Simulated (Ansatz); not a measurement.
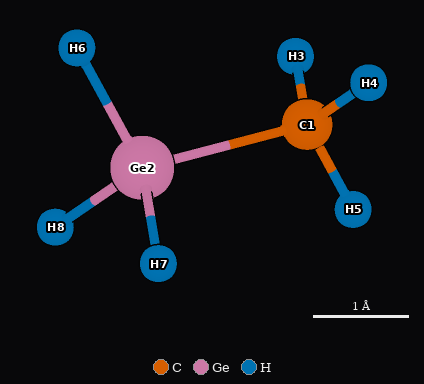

The structure as given in the input (ball-and-stick view, seen at a tilt; atoms are numbered from 1 in the order of the input). Sticks mark near contacts.

Geometry relaxation, with input and output: CH6Ge

The run: geometry relaxation of CH6Ge. Method and program: CAM-B3LYP/6-31G**, RKS, dispersion D3(BJ)-ATM (Ansatz 0.2.0).

The geometry comes from this level: PBE0-D4/def2-TZVP. Figures and captions count atoms from 1; the log counts them from 0 in places.

### Output
```
The last accepted step is kept in runs//last_step.txt (removed where the run ends without a failure and the disk answers)
Functional definition: CAM-B3LYP
  name "CAM-B3LYP"
  parameter alpha = 0.19
  parameter beta = 0.46
  parameter omega = 0.33/bohr
  parameter ac = 0.81
  exchange = (1 - alpha - beta)*b88_x + beta*b88_x_sr(omega) + alpha*exact_x + beta*exact_x_lr(omega)
  correlation = (1 - ac)*vwn5_c + ac*lyp_c
854 factors; integrals over basis functions are off by at most 2.8e-4 eV
262 factors; integrals over basis functions are off by at most 7.2e-7 eV
mean field evaluation 1: about -57645.6165 eV, gradient 3.4e1 eV
mean field evaluation 2: about -57645.7981 eV, gradient 3.2e1 eV
mean field evaluation 4: about -57647.9619 eV, gradient 9.8e-1 eV
mean field evaluation 8: about -57647.9667 eV, gradient 2.4e-3 eV
mean field -57647.96673868 eV, -2118.5237024511 hartree, gradient 1.7e-5 eV, S^2 0.000000; 0 other end points of the search recorded, 0 dependent functions left out
the calculation of the forces begins
reference -57647.96684079 eV, -2118.5237062038 hartree; 22, 22 occupied and 58, 58 virtual orbitals, 854 factors
relax step   1: F+E_penalty+E_count = -57648.05357233 eV  Δ(F+E_penalty+E_count) = +0.000e0 eV  max|allowed force component| = 8.404e-2 eV/Å  Δτ_max = 0.0000 Å  (22 SCF iters, accepted)
these checks for a lower state are left out or cut short: starts, cluster_reference, orbital_swaps, neighbouring_geometries, increment
854 factors; integrals over basis functions are off by at most 2.7e-4 eV
262 factors; integrals over basis functions are off by at most 7.2e-7 eV
mean field evaluation 16: about -57647.9674 eV, gradient 1.2e-4 eV
mean field -57647.96739513 eV, -2118.5237265753 hartree, gradient 2.1e-5 eV, S^2 0.000000; 0 other end points of the search recorded, 0 dependent functions left out
the calculation of the forces begins
reference -57647.96749724 eV, -2118.5237303276 hartree; 22, 22 occupied and 58, 58 virtual orbitals, 854 factors
relax step   2: F+E_penalty+E_count = -57648.05422682 eV  Δ(F+E_penalty+E_count) = -6.545e-4 eV  max|allowed force component| = 2.243e-2 eV/Å  Δτ_max = 0.0055 Å  (21 SCF iters, accepted)
these checks for a lower state are left out or cut short: starts, cluster_reference, orbital_swaps, neighbouring_geometries, increment
854 factors; integrals over basis functions are off by at most 2.7e-4 eV
262 factors; integrals over basis functions are off by at most 7.2e-7 eV
mean field -57647.96740681 eV, -2118.5237270045 hartree, gradient 1.8e-5 eV, S^2 0.000000; 0 other end points of the search recorded, 0 dependent functions left out
the calculation of the forces begins
reference -57647.96750891 eV, -2118.5237307566 hartree; 22, 22 occupied and 58, 58 virtual orbitals, 854 factors
relax step   3: F+E_penalty+E_count = -57648.05424849 eV  Δ(F+E_penalty+E_count) = -2.168e-5 eV  max|allowed force component| = 9.482e-4 eV/Å  Δτ_max = 0.0012 Å  (18 SCF iters, accepted)
854 factors; integrals over basis functions are off by at most 2.7e-4 eV
262 factors; integrals over basis functions are off by at most 7.2e-7 eV
mean field evaluation 32: about -57647.9674 eV, gradient 1.3e-2 eV
```

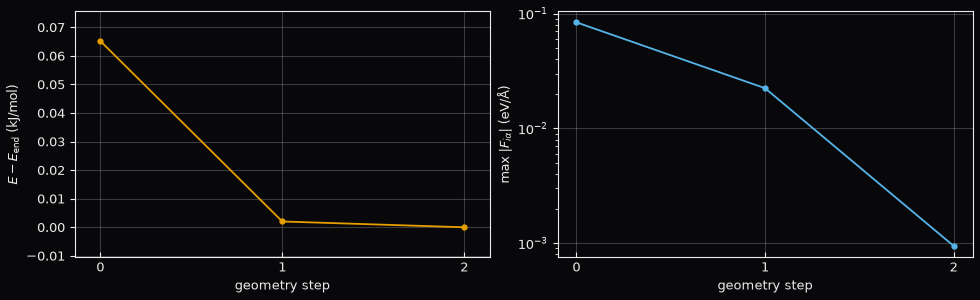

Progress of the relaxation, step by step (the first geometry is step 0 here and step 1 in the log). The largest moves after the best rigid fit, 0.005 Å, are those of H6, H7 and H8. Largest moves by element: H 0.005 Å, Ge 0.001 Å. C stays in place. Distances before and after: Ge2–H6 1.539 → 1.534 Å. The energy falls by 0.07 kJ/mol in 2 geometry steps. Largest force component: 0.084 eV/Å at the start, 0.00095 eV/Å at the end. (Atoms are counted from 1 in the order of the input.)

```
mean field -57647.96740681 eV, -2118.5237270045 hartree, gradient 1.8e-5 eV, S^2 0.000000; 1 other end points of the search recorded, 0 dependent functions left out
the calculation of the forces begins
reference -57647.96750891 eV, -2118.5237307566 hartree; 22, 22 occupied and 58, 58 virtual orbitals, 854 factors
Total energy: -57648.05435059 eV, -2118.5269221296 hartree
Atom 0 at    -0.310875     0.190253    -0.971367 Å, force     0.000055    -0.000205    -0.000291 eV/Å
Atom 1 at     0.297133    -0.182019     0.847392 Å, force     0.000270    -0.000153     0.000923 eV/Å
Atom 2 at    -1.380825     0.403736    -0.977047 Å, force    -0.000948     0.000130    -0.000507 eV/Å
Atom 3 at     0.218379     1.052995    -1.378762 Å, force     0.000046     0.000810    -0.000696 eV/Å
Atom 4 at    -0.124023    -0.669340    -1.616812 Å, force     0.000072    -0.000288    -0.000910 eV/Å
Atom 5 at     0.032808     1.023585     1.758853 Å, force     0.000151     0.000327     0.000603 eV/Å
Atom 6 at     1.802296    -0.479406     0.859684 Å, force     0.000538    -0.000270     0.000326 eV/Å
Atom 7 at    -0.442692    -1.397003     1.422357 Å, force    -0.000183    -0.000350     0.000552 eV/Å
Dipole moment:    -0.045923     0.028117    -0.137377 e Å
```

### Trajectory as extended XYZ (Å, eV, eV/Å), 3 frames, from step=1 to step=3
```
8
Properties=species:S:1:pos:R:3:forces:R:3 step=1 energy=-57648.05357
C    -0.3109    0.1903   -0.9714    0.0068  -0.0060   0.0113
Ge    0.2969   -0.1819    0.8467    0.0272  -0.0150   0.0797
H    -1.3801    0.4042   -0.9765   -0.0227   0.0050  -0.0025
H     0.2188    1.0522   -1.3784    0.0088   0.0165  -0.0100
H    -0.1246   -0.6694   -1.6160    0.0026  -0.0128  -0.0129
H     0.0307    1.0282    1.7601    0.0176  -0.0706  -0.0457
H     1.8071   -0.4796    0.8577   -0.0840   0.0155   0.0058
H    -0.4457   -1.4012    1.4221    0.0438   0.0674  -0.0258
8
Properties=species:S:1:pos:R:3:forces:R:3 step=2 energy=-57648.05423
C    -0.3111    0.1904   -0.9721    0.0023  -0.0020   0.0046
Ge    0.2969   -0.1819    0.8466    0.0076  -0.0045   0.0224
H    -1.3809    0.4041   -0.9776   -0.0061   0.0012  -0.0006
H     0.2183    1.0529   -1.3794    0.0023   0.0046  -0.0025
H    -0.1245   -0.6693   -1.6173    0.0009  -0.0034  -0.0032
H     0.0330    1.0232    1.7600   -0.0001  -0.0050  -0.0090
H     1.8026   -0.4794    0.8608   -0.0089   0.0022  -0.0045
H    -0.4421   -1.3973    1.4233    0.0020   0.0068  -0.0071
8
Properties=species:S:1:pos:R:3:forces:R:3 step=3 energy=-57648.05425
C    -0.3109    0.1903   -0.9714    0.0001  -0.0002  -0.0003
Ge    0.2971   -0.1820    0.8474    0.0003  -0.0002   0.0009
H    -1.3808    0.4037   -0.9770   -0.0009   0.0001  -0.0005
H     0.2184    1.0530   -1.3788    0.0000   0.0008  -0.0007
H    -0.1240   -0.6693   -1.6168    0.0001  -0.0003  -0.0009
H     0.0328    1.0236    1.7589    0.0002   0.0003   0.0006
H     1.8023   -0.4794    0.8597    0.0005  -0.0003   0.0003
H    -0.4427   -1.3970    1.4224   -0.0002  -0.0003   0.0006
```

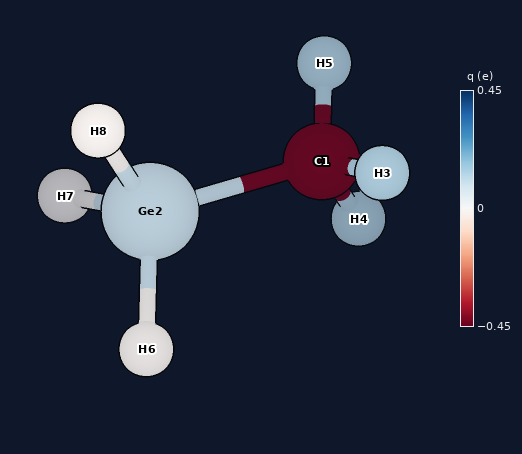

Mulliken charges, as the colour of each atom (ball-and-stick view, seen at a tilt; atoms are numbered from 1 in the order of the input). By element: C −0.43, Ge +0.09 and H −0.01 to +0.12 e.

This output came from the following input.

### Input
```yaml
crystal:
  periodic: [false, false, false]
  atoms:
    - {symbol: C, position_ang: [-0.310900, 0.190300, -0.971400]}
    - {symbol: Ge, position_ang: [0.296900, -0.181900, 0.846700]}
    - {symbol: H, position_ang: [-1.380100, 0.404200, -0.976500]}
    - {symbol: H, position_ang: [0.218800, 1.052200, -1.378400]}
    - {symbol: H, position_ang: [-0.124600, -0.669400, -1.616000]}
    - {symbol: H, position_ang: [0.030700, 1.028200, 1.760100]}
    - {symbol: H, position_ang: [1.807100, -0.479600, 0.857700]}
    - {symbol: H, position_ang: [-0.445700, -1.401200, 1.422100]}
basis:
  gaussian: {orbitals: 6-31G_st__st_.json}
hamiltonian: {xc: {name: CAM-B3LYP}, dispersion: d3bjatm}
relax: {}
```

Launch command:
```bash
ansatz run job.yaml --threads 1 --pin off --max-ram 2610MiB --events-out events.jsonl --progress --plain --runs-dir runs
```

### Results in brief

- outcome: converged
- total energy: −2118.526922 hartree
- SCF energy: −2118.523731 hartree
- dispersion energy: −0.003191 hartree
- basis functions: 80
- largest force: 0.001 eV/Å
- SCF solution under orbital rotations: stable
- dipole moment: 0.71 D
- hardware: 1 thread of Arm Neoverse V1, 24 GiB of memory available, shared host
- wall time: 14 s
- peak memory: 0.17 GiB
